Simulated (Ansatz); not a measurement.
**SO2 (sulfur dioxide) at revPBE/STO-3G**

What is the electronic atomisation energy of SO2 (sulfur dioxide) at revPBE/STO-3G? 

Program for the calculation: Ansatz 0.2.0.

57 further runs of the same task are left out: 19 that didn't finish, 38 set aside as unsound or not needed.

### 1 The molecule

SO2: 3 atoms, total charge 0, spin state singlet. SMILES: `O=S=O`. Geometry: relaxed at PBE0-D4/def2-TZVP.

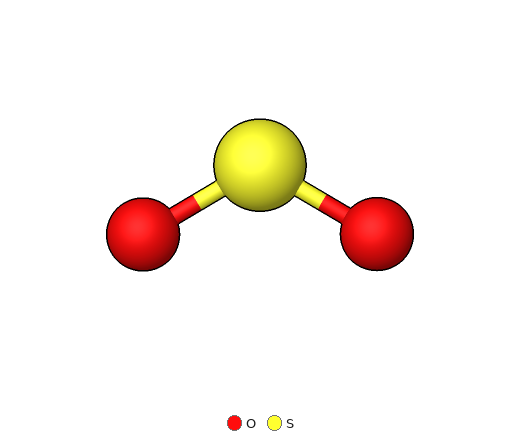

Viewed from a chosen angle; oxygen red, sulfur yellow.

### 2 A single-point energy at revPBE/STO-3G

File job.yaml:

```yaml
basis:
  gaussian: {orbitals: STO-3G}
crystal:
  periodic: [false, false, false]
  atoms:
    - {symbol: O, position_ang: [-0.974420, 0.645900, -0.459510]}
    - {symbol: S, position_ang: [0.269520, 0.357380, 0.186790]}
    - {symbol: O, position_ang: [0.704900, -1.003280, 0.272720]}
accuracy: high
total_charge: 0
hamiltonian: {xc: {name: revPBE}}
```

On the command line:

```bash
$ ansatz run job.yaml --threads 1 --pin off --max-ram 3480MiB --events-out events.jsonl --progress --plain --runs-dir runs
```

Log:

```text
Warning: RAYON_NUM_THREADS=1 ignored (pool sized by the plan → 1); use --threads N
Functional definition: revPBE
  name "revPBE"
  parameter kappa = 1.245
  parameter beta = 0.06672455060314922
  exchange = pbe_x(kappa = kappa, mu = beta*pi^2/3)
  correlation = pbe_c(beta = beta)
337 factors; integrals over basis functions are off by at most 2.4e-8 eV
mean field evaluation 1: about -14737.4282 eV, gradient 4.5e1 eV
mean field evaluation 2: about -14732.5800 eV, gradient 5.4e1 eV
mean field evaluation 4: about -14744.4274 eV, gradient 2.3e-1 eV
mean field evaluation 8: about -14744.4200 eV, gradient 7.5e-3 eV
mean field evaluation 16: about -14744.4200 eV, gradient 2.9e-8 eV
mean field -14744.42000061 eV, -541.8474408957 hartree, gradient 1.7e-8 eV, S^2 0.000000; 0 other end points of the search recorded, 0 dependent functions left out
reference -14744.42000175 eV, -541.8474409374 hartree; 16, 16 occupied and 3, 3 virtual orbitals, 337 factors
Total energy: -14744.42000175 eV, -541.8474409374 hartree
```

It took 0.85 s on 1 thread of Arm Neoverse V1, shared host.

### 3 The O atom, same level

File run.yaml:

```yaml
crystal:
  periodic: [false, false, false]
  atoms:
    - {symbol: O, position_ang: [0.000000, 0.000000, 0.000000]}
basis:
  gaussian:
    orbitals: STO-3G
magnetization:
  spin_polarized: true
  initial_magnetization: 2
accuracy: high
hamiltonian:
  xc: {name: revPBE}
```

On the command line:

```bash
$ ansatz run run.yaml --threads 1 --pin off --max-ram 3480MiB --events-out events.jsonl --progress --plain --runs-dir runs
```

Log:

```text
Warning: RAYON_NUM_THREADS=1 ignored (pool sized by the plan → 1); use --threads N
Functional definition: revPBE
  name "revPBE"
  parameter kappa = 1.245
  parameter beta = 0.06672455060314922
  exchange = pbe_x(kappa = kappa, mu = beta*pi^2/3)
  correlation = pbe_c(beta = beta)
15 factors; integrals over basis functions are off by at most 1.1e-9 eV
mean field evaluation 1: about -2014.1042 eV, gradient 4.8e-12 eV
mean field evaluation 2: about -2014.1049 eV, gradient 2.3e-11 eV
mean field evaluation 4: about -2014.1039 eV, gradient 0.0e0 eV
mean field evaluation 8: about -2014.1047 eV, gradient 2.9e-2 eV
mean field -2014.10487446 eV, -74.0169889270 hartree, gradient 0.0e0 eV, S^2 2.000000; 2 other end points of the search recorded, 0 dependent functions left out
reference -2014.10487505 eV, -74.0169889489 hartree; 5, 3 occupied and 0, 2 virtual orbitals, 15 factors
Total energy: -2014.10487505 eV, -74.0169889489 hartree
```

It took 0.26 s on 1 thread of Arm Neoverse V1, shared host.

### 4 The S atom at the same level

File job.yaml:

```yaml
crystal:
  periodic: [false, false, false]
  atoms:
    - {symbol: S, position_ang: [0.000000, 0.000000, 0.000000]}
basis:
  gaussian: {orbitals: STO-3G}
magnetization: {spin_polarized: true, initial_magnetization: 2}
hamiltonian: {xc: {name: revPBE}}
accuracy: high
```

On the command line:

```bash
$ ansatz run job.yaml --threads 1 --pin off --max-ram 3480MiB --events-out events.jsonl --progress --plain --runs-dir runs
```

Log:

```text
Warning: RAYON_NUM_THREADS=1 ignored (pool sized by the plan → 1); use --threads N
Functional definition: revPBE
  name "revPBE"
  parameter kappa = 1.245
  parameter beta = 0.06672455060314922
  exchange = pbe_x(kappa = kappa, mu = beta*pi^2/3)
  correlation = pbe_c(beta = beta)
42 factors; integrals over basis functions are off by at most 2.4e-9 eV
mean field evaluation 1: about -10710.2379 eV, gradient 1.7e-1 eV
mean field evaluation 2: about -10710.2380 eV, gradient 4.8e-3 eV
mean field evaluation 4: about -10710.2380 eV, gradient 1.6e-7 eV
mean field evaluation 8: about -10710.2375 eV, gradient 3.0e-2 eV
mean field evaluation 16: about -10710.2380 eV, gradient 1.2e-6 eV
mean field -10710.23804264 eV, -393.5939884071 hartree, gradient 3.1e-10 eV, S^2 2.000000; 1 other end points of the search recorded, 0 dependent functions left out
reference -10710.23804382 eV, -393.5939884502 hartree; 9, 7 occupied and 0, 2 virtual orbitals, 42 factors
Total energy: -10710.23804382 eV, -393.5939884502 hartree
```

Run time: 0.5 s. Hardware: 1 thread of Arm Neoverse V1, shared host.

### 5 What came out

Level: revPBE/STO-3G.

```
                     quantity          value
       molecule: total energy  -541.84744 Eh
         O atom: total energy   -74.01699 Eh
                 O atom: ⟨S²⟩          2.000
         S atom: total energy  -393.59399 Eh
                 S atom: ⟨S²⟩          2.000
electronic atomisation energy       5.972 eV
```

What this shows: Taking the molecule apart into free atoms costs 5.97 eV (138 kcal/mol), before zero-point energy and without spin-orbit coupling. In a minimal basis such a difference can be off by several eV, whatever the method.
